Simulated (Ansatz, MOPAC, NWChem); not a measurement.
**A ladder of methods for GeCl4 (germanium tetrachloride)**

GeCl4, singlet, SMILES `[Cl][Ge]([Cl])([Cl])[Cl]`. Each level relaxes the structure for itself.

Quantity: the highest harmonic wavenumber at each level's own minimum, in cm⁻¹. The values are calculated.

```csv
level,kind,program,value (cm⁻¹)
PM6,semi-empirical,MOPAC,405
PM6-D3,semi-empirical,MOPAC,405
PM6-D3H4X,semi-empirical,MOPAC,404
PM6-DH+,semi-empirical,MOPAC,402
HF/STO-3G,Hartree–Fock,Ansatz,512
HF/3-21G,Hartree–Fock,Ansatz,464
HF/6-31G* (Cartesian functions),Hartree–Fock,Ansatz,479
PBE-D3(BJ)/def2-SVP,GGA,NWChem,445
PBE/def2-SVP,GGA,Ansatz,443
PBE0-D4/def2-TZVP,global hybrid,Ansatz,464
```

All-electron rows without a relativistic Hamiltonian named are non-relativistic. Harmonic and unscaled. The values span 402 to 512 cm⁻¹.

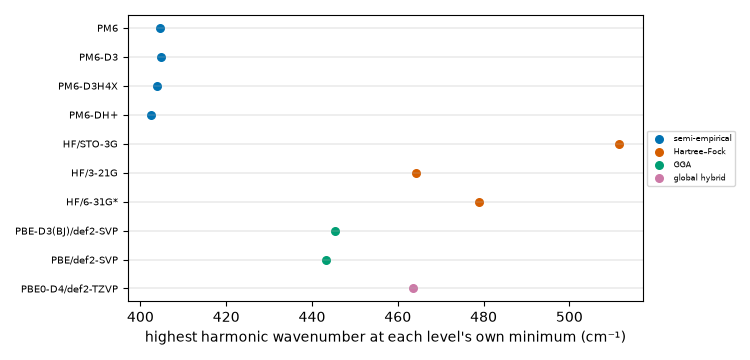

The values of the table, level by level.
